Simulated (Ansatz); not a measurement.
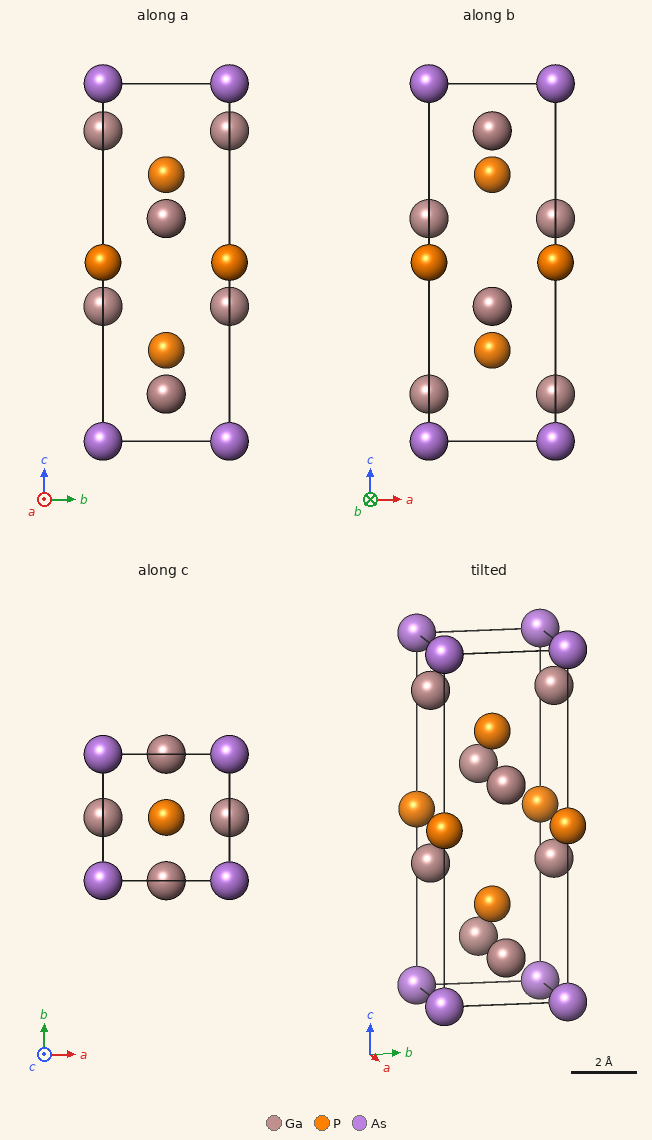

Spheres-only model, viewed along the a axis, along the b axis, along the c axis and slightly off an axis. The box is the conventional unit cell; atoms on or close to its faces, edges and corners are drawn wherever they repeat.

Lattice parameters: a = 3.935 Å, b = 3.935 Å, c = 11.130 Å, α = 90.00°, β = 90.00°, γ = 90.00°.

**Convert the drawing into a table of Wyckoff sites, with free fractional coordinates to two decimals.**

Space group P-4m2 (No. 115).
```json
{"atom": "Ga", "site": "2g", "x": "0.50", "y": "0.00", "z": "0.87"}
{"atom": "Ga", "site": "2g", "x": "0.00", "y": "0.50", "z": "0.62"}
{"atom": "P", "site": "1d", "x": "0.00", "y": "0.00", "z": "0.50"}
{"atom": "P", "site": "2f", "x": "0.50", "y": "0.50", "z": "0.25"}
{"atom": "As", "site": "1a", "x": "0.00", "y": "0.00", "z": "0.00"}
```

Its origin is a structure type filled with these elements by a generator (whether the compound takes this form wasn't checked). Earlier steps of the study, as a rule a relaxation of our own, may have changed the cell and positions, so they can lie some per cent off the listed ones. A calculation with Ansatz used it as input.
